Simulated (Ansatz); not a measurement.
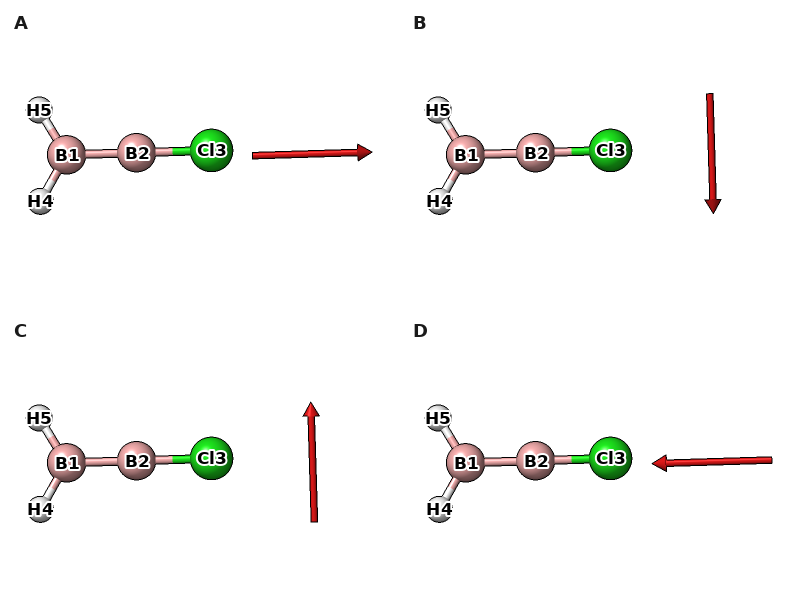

The same molecule four times, each with an arrow. The species is neutral and a spin doublet. The computed structure is the end point of a PBE0-D4/def2-TZVP optimisation. No frequency run is at hand to confirm it as a minimum. Level of theory: UKS PBE0-D4/def2-TZVP (Ansatz 0.2.0).

> Which arrow points along the dipole moment, from the negative to the positive end?

A. The dipole moment is 1.89 D; it points from the side of H4, H5 to the side of Cl3 (the outermost atoms at the two ends).
